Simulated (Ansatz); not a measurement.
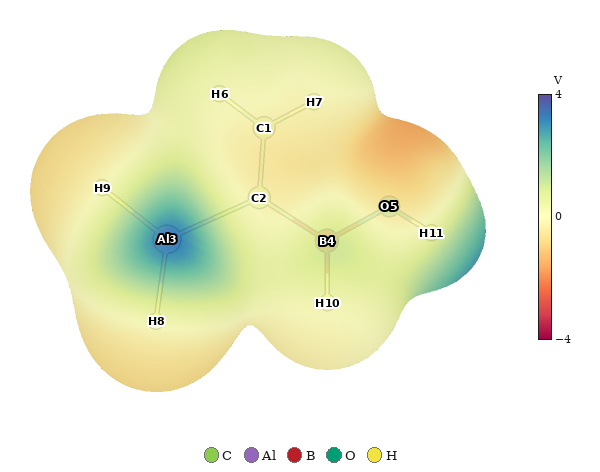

C2H6AlBO. The molecular electrostatic potential painted on the density surface at 0.002 e/bohr³, seen across its widest extent; red is negative and blue positive.

These are results of Ansatz, UKS BHLYP-D4/6-31G, not measurements.

```xyz
11

C    -1.0674    0.6199    0.8158
C    -0.0303   -0.0124    0.2283
Al    1.1918   -1.0292    1.3613
B     0.1306    0.1059   -1.3077
O    -0.7942    0.8349   -2.0192
H    -1.2511    0.5893    1.8815
H    -1.7767    1.1983    0.2390
H     2.4474   -1.8138    0.7654
H     0.8930   -1.0542    2.9319
H     1.0250   -0.4096   -1.9054
H    -0.7026    0.9141   -2.9700
```

Q: Which sites attract a positive test charge, and which a negative one?

A: A positive charge is drawn to the negative regions and a negative charge to the positive ones. The most negative region (about −1.5 V) lies over O5, the most positive (about +3.1 V) over Al3. O5 is the likeliest acceptor of a hydrogen bond.
